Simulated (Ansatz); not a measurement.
Run report: AlHF₂, single-point calculation

AlHF₂, computed with RKS PBE-D4/def2-TZVPP (Ansatz 0.2.0).

The geometry comes from this level: PBE0-D4/def2-TZVP.

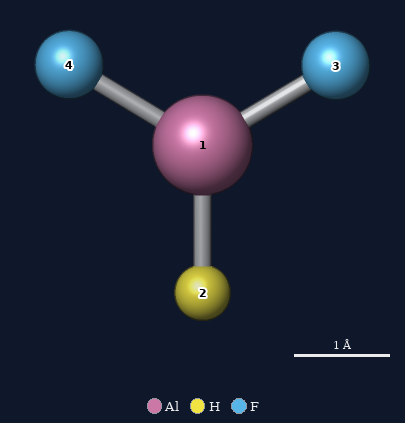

*The structure (ball-and-stick view, seen at a tilt; atoms are numbered from 1 in the order of the input). Sticks mark near contacts.*

Bond lengths as drawn: Al–F 1.64 Å and Al–H 1.56 Å.

Results in brief

```json
{"quantity": "outcome", "value": "converged"}
{"quantity": "total energy", "value": "−12044.6675 eV"}
{"quantity": "mean-field energy", "value": "−12044.6265 eV"}
{"quantity": "dispersion energy", "value": "−0.0410 eV"}
{"quantity": "SCF solution under orbital rotations", "value": "stable"}
{"quantity": "hardware", "value": "4 threads of Arm Neoverse N1, 23 GiB of memory available, shared host"}
{"quantity": "wall time", "value": "0.7 s (CPU time 2.2 s)"}
{"quantity": "peak memory", "value": "0.53 GiB"}
```

The input
```yaml
crystal:
  periodic: [false, false, false]
  atoms:
    - {symbol: Al, position_ang: [-1.715304, -0.034677, -0.262860]}
    - {symbol: H, position_ang: [-2.443244, -0.906765, 0.805316]}
    - {symbol: F, position_ang: [-1.224873, -0.679086, -1.687644]}
    - {symbol: F, position_ang: [-1.417137, 1.554434, 0.004760]}
basis:
  gaussian: {orbitals: def2-TZVPP}
hamiltonian: {xc: pbe, dispersion: d4}
```

Launched with:
```bash
ansatz run in.yaml --threads 4 --pin off --events-out ev --progress --plain --max-ram 9574MiB
```

The program's output
```
Functional definition: PBE
  name "PBE"
  cite "Perdew, Burke & Ernzerhof, Phys. Rev. Lett. 77, 3865 (1996) doi:10.1103/PhysRevLett.77.3865"
  parent pbe
  parameter kappa = 0.804
  parameter beta = 0.06672455060314922
  exchange = pbe_x(kappa = kappa, mu = beta*pi^2/3)
  correlation = pbe_c(beta = beta)
640 factors; their error is unknown
mean field evaluation 1: about -12039.7940 eV, gradient 5.8e1 eV
mean field evaluation 2: about -12015.4479 eV, gradient 1.4e2 eV
mean field evaluation 4: about -12044.6108 eV, gradient 2.3e0 eV
mean field evaluation 8: about -12044.6318 eV, gradient 1.6e-2 eV
mean field -12044.62646383 eV, -442.6318584047 hartree, gradient 2.1e-5 eV, S^2 0.000000; 0 other end points of the search recorded, 0 dependent functions left out
reference -12044.62650052 eV, -442.6318597530 hartree; 16, 16 occupied and 102, 102 virtual orbitals, 640 factors
Total energy: -12044.66745251 eV, -442.6333647110 hartree
```
